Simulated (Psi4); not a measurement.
# M06-L/def2-TZVPD (density fitting with cc-pvqz-jkfit, sweep point 5) run of CH2BN (BH2(CN))

Aim: the vertical ionisation energy of CH2BN (BH2(CN)) at M06-L/def2-TZVPD (density fitting with cc-pvqz-jkfit, sweep point 5), from 2 runs. 

The calculation is run with Psi4 1.11.

4 further runs of the same task are left out: 4 that didn't finish.

### 1 The molecule

The species is CH2BN (5 atoms), meant as a singlet with charge 0. As SMILES, `[H]B([H])C#N`. Geometry: relaxed at GFN2-xTB.

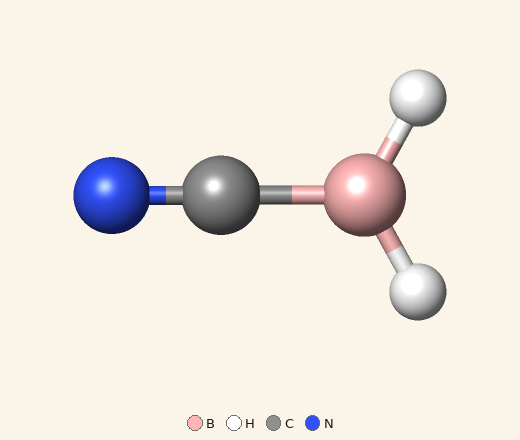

Viewed from a chosen angle; boron pink, hydrogen white, carbon grey, nitrogen blue.

### 2 A single-point energy at M06-L/def2-TZVPD (density fitting with cc-pvqz-jkfit, sweep point 5)

File ch2bn.inp:

```
memory 1.6 GB

molecule system {
  0 1
  B      0.57398541     0.99694391     0.01606267
  H      2.77574312     0.95618252     0.11020883
  H     -0.56364861     2.88372207    -0.05096591
  C     -0.85164287    -1.47702884    -0.02277120
  N     -1.93443704    -3.35981967    -0.05253439
  units au
  symmetry c1
}

set basis def2-TZVPD
set puream true
set scf_type df
set dft_radial_points 99
set dft_spherical_points 590
set df_basis_scf cc-pvqz-jkfit

e = energy("m06-l")
```

Started as:

```bash
$ psi4 -i ch2bn.inp -o ch2bn.out -n 1
```

ch2bn.out:

```text
[...]
  Running in c1 symmetry.
[...]
  Nuclear repulsion =   46.535006348143220
[...]
  Multiplicity = 1
[...]
  Nalpha       = 10
  Nbeta        = 10
[...]
    Number of basis functions: 129
[...]
   @DF-RKS iter   1:  -118.73834884159936   -6.33977e-01   4.42014e-03 ADIIS/DIIS
[...]
   @DF-RKS iter   8:  -118.90195751643486   -2.37684e-07   8.22258e-07 DIIS
[...]
    Orbital Energies [Eh]
    ---------------------
    Doubly Occupied:
       1A    -14.192570     2A    -10.081073     3A     -6.705967
       4A     -0.882142     5A     -0.587359     6A     -0.423756
       7A     -0.385973     8A     -0.347376     9A     -0.338346
      10A     -0.316256
[...]
  @DF-RKS Final Energy:  -118.90195751643486
   => Energetics <=
    Nuclear Repulsion Energy =             46.5350063481432201
    One-Electron Energy =                -251.1571704533439231
    Two-Electron Energy =                 102.8108084822495272
    DFT Exchange-Correlation Energy =     -17.0906018934836723
    Empirical Dispersion Energy =           0.0000000000000000
    VV10 Nonlocal Energy =                  0.0000000000000000
    Total Energy =                       -118.9019575164348623
[...]
 Multipole Moments:
 ------------------------------------------------------------------------------------
     Multipole            Electronic (a.u.)      Nuclear  (a.u.)        Total (a.u.)
 ------------------------------------------------------------------------------------
 L = 1.  Multiply by 2.5417464519 to convert [e a0] to [Debye]
 Dipole X            :         -0.6661614            1.1688179            0.5026566
 Dipole Y            :         -1.1553574            2.0286781            0.8733207
 Dipole Z            :         -0.0169051            0.0309818            0.0140768
 Magnitude           :                                                    1.0077454
[...]
```

It took 48 s on 1 thread of Intel Xeon Platinum 8259CL at 2.50GHz (Skylake/Cascade Lake), shared host; peak memory 1.1 GiB.

### 3 The doublet cation at the same level

ch2bn.inp: that of step 2 with these lines changed.

```diff
@@ -2,4 +2,4 @@
 
-molecule system {
-  0 1
+molecule geom {
+  1 2
   B      0.57398541     0.99694391     0.01606267
@@ -14,2 +14,3 @@
 set basis def2-TZVPD
+set reference uks
 set puream true
@@ -19,3 +20,4 @@
 set df_basis_scf cc-pvqz-jkfit
+set maxiter 150
 
-e = energy("m06-l")
+E, wfn = energy("m06-l", return_wfn=True)
```

Started as:

```bash
$ psi4 -i ch2bn.inp -o ch2bn.out -n 1
```

ch2bn.out:

```text
[...]
  Running in c1 symmetry.
[...]
  Nuclear repulsion =   46.535006348143220
[...]
  Multiplicity = 2
[...]
  Nalpha       = 10
  Nbeta        = 9
[...]
    Number of basis functions: 129
[...]
   @DF-UKS iter   1:  -118.37037546404554   -2.66004e-01   3.23809e-03 ADIIS/DIIS
[...]
   @DF-UKS iter  11:  -118.45551672797400   -4.27133e-08   4.45427e-07 DIIS
[...]
   @S^2 Observed:                7.580102997E-01
[...]
    Orbital Energies [Eh]
    ---------------------
    Alpha Occupied:
       1A    -14.538433     2A    -10.416592     3A     -7.000220
       4A     -1.231194     5A     -0.882146     6A     -0.710461
       7A     -0.696761     8A     -0.657101     9A     -0.642907
      10A     -0.634856
    Alpha Virtual:
      11A     -0.409782    12A     -0.323874    13A     -0.229312
      14A     -0.166516    15A     -0.126409    16A     -0.118528
      17A     -0.111931    18A     -0.093736    19A     -0.081508
      20A     -0.077986    21A     -0.070161    22A     -0.034347
      23A     -0.031914    24A     -0.009438    25A      0.016124
[...]
  @DF-UKS Final Energy:  -118.45551672797400
   => Energetics <=
    Nuclear Repulsion Energy =             46.5350063481432201
    One-Electron Energy =                -244.9663011267736579
    Two-Electron Energy =                  96.7284657823303178
    DFT Exchange-Correlation Energy =     -16.7526877316738698
    Empirical Dispersion Energy =           0.0000000000000000
    VV10 Nonlocal Energy =                  0.0000000000000000
    Total Energy =                       -118.4555167279740004
[...]
 Multipole Moments:
 ------------------------------------------------------------------------------------
     Multipole            Electronic (a.u.)      Nuclear  (a.u.)        Total (a.u.)
 ------------------------------------------------------------------------------------
 L = 1.  Multiply by 2.5417464519 to convert [e a0] to [Debye]
 Dipole X            :         -0.3847656            1.1688179            0.7840524
 Dipole Y            :         -0.6662924            2.0286781            1.3623857
 Dipole Z            :         -0.0093871            0.0309818            0.0215948
 Magnitude           :                                                    1.5720366
[...]
```

Wall time 86 s (1 thread of Intel Xeon Platinum 8259CL at 2.50GHz (Skylake/Cascade Lake), shared host); peak memory 1.1 GiB.

### 4 Results

At M06-L/def2-TZVPD (density fitting with cc-pvqz-jkfit, sweep point 5):

```
                                          quantity          value
                       singlet CH2BN: total energy  -118.90196 Eh
                      singlet CH2BN: dipole moment         2.56 D
                        singlet CH2BN: HOMO energy       -8.61 eV
                        singlet CH2BN: LUMO energy       -3.79 eV
                      singlet CH2BN: HOMO–LUMO gap        4.82 eV
                      doublet cation: total energy  -118.45552 Eh
doublet cation: HOMO energy (highest over α and β)      -17.04 eV
 doublet cation: LUMO energy (lowest over α and β)      -15.66 eV
                              doublet cation: ⟨S²⟩          0.758
vertical ionisation energy (to the doublet cation)      12.148 eV
```

**Reading.** Removing an electron at fixed nuclei costs 12.15 eV (280 kcal/mol). −ε(HOMO) before ionisation, 8.61 eV, is 3.54 eV below this ionisation energy.
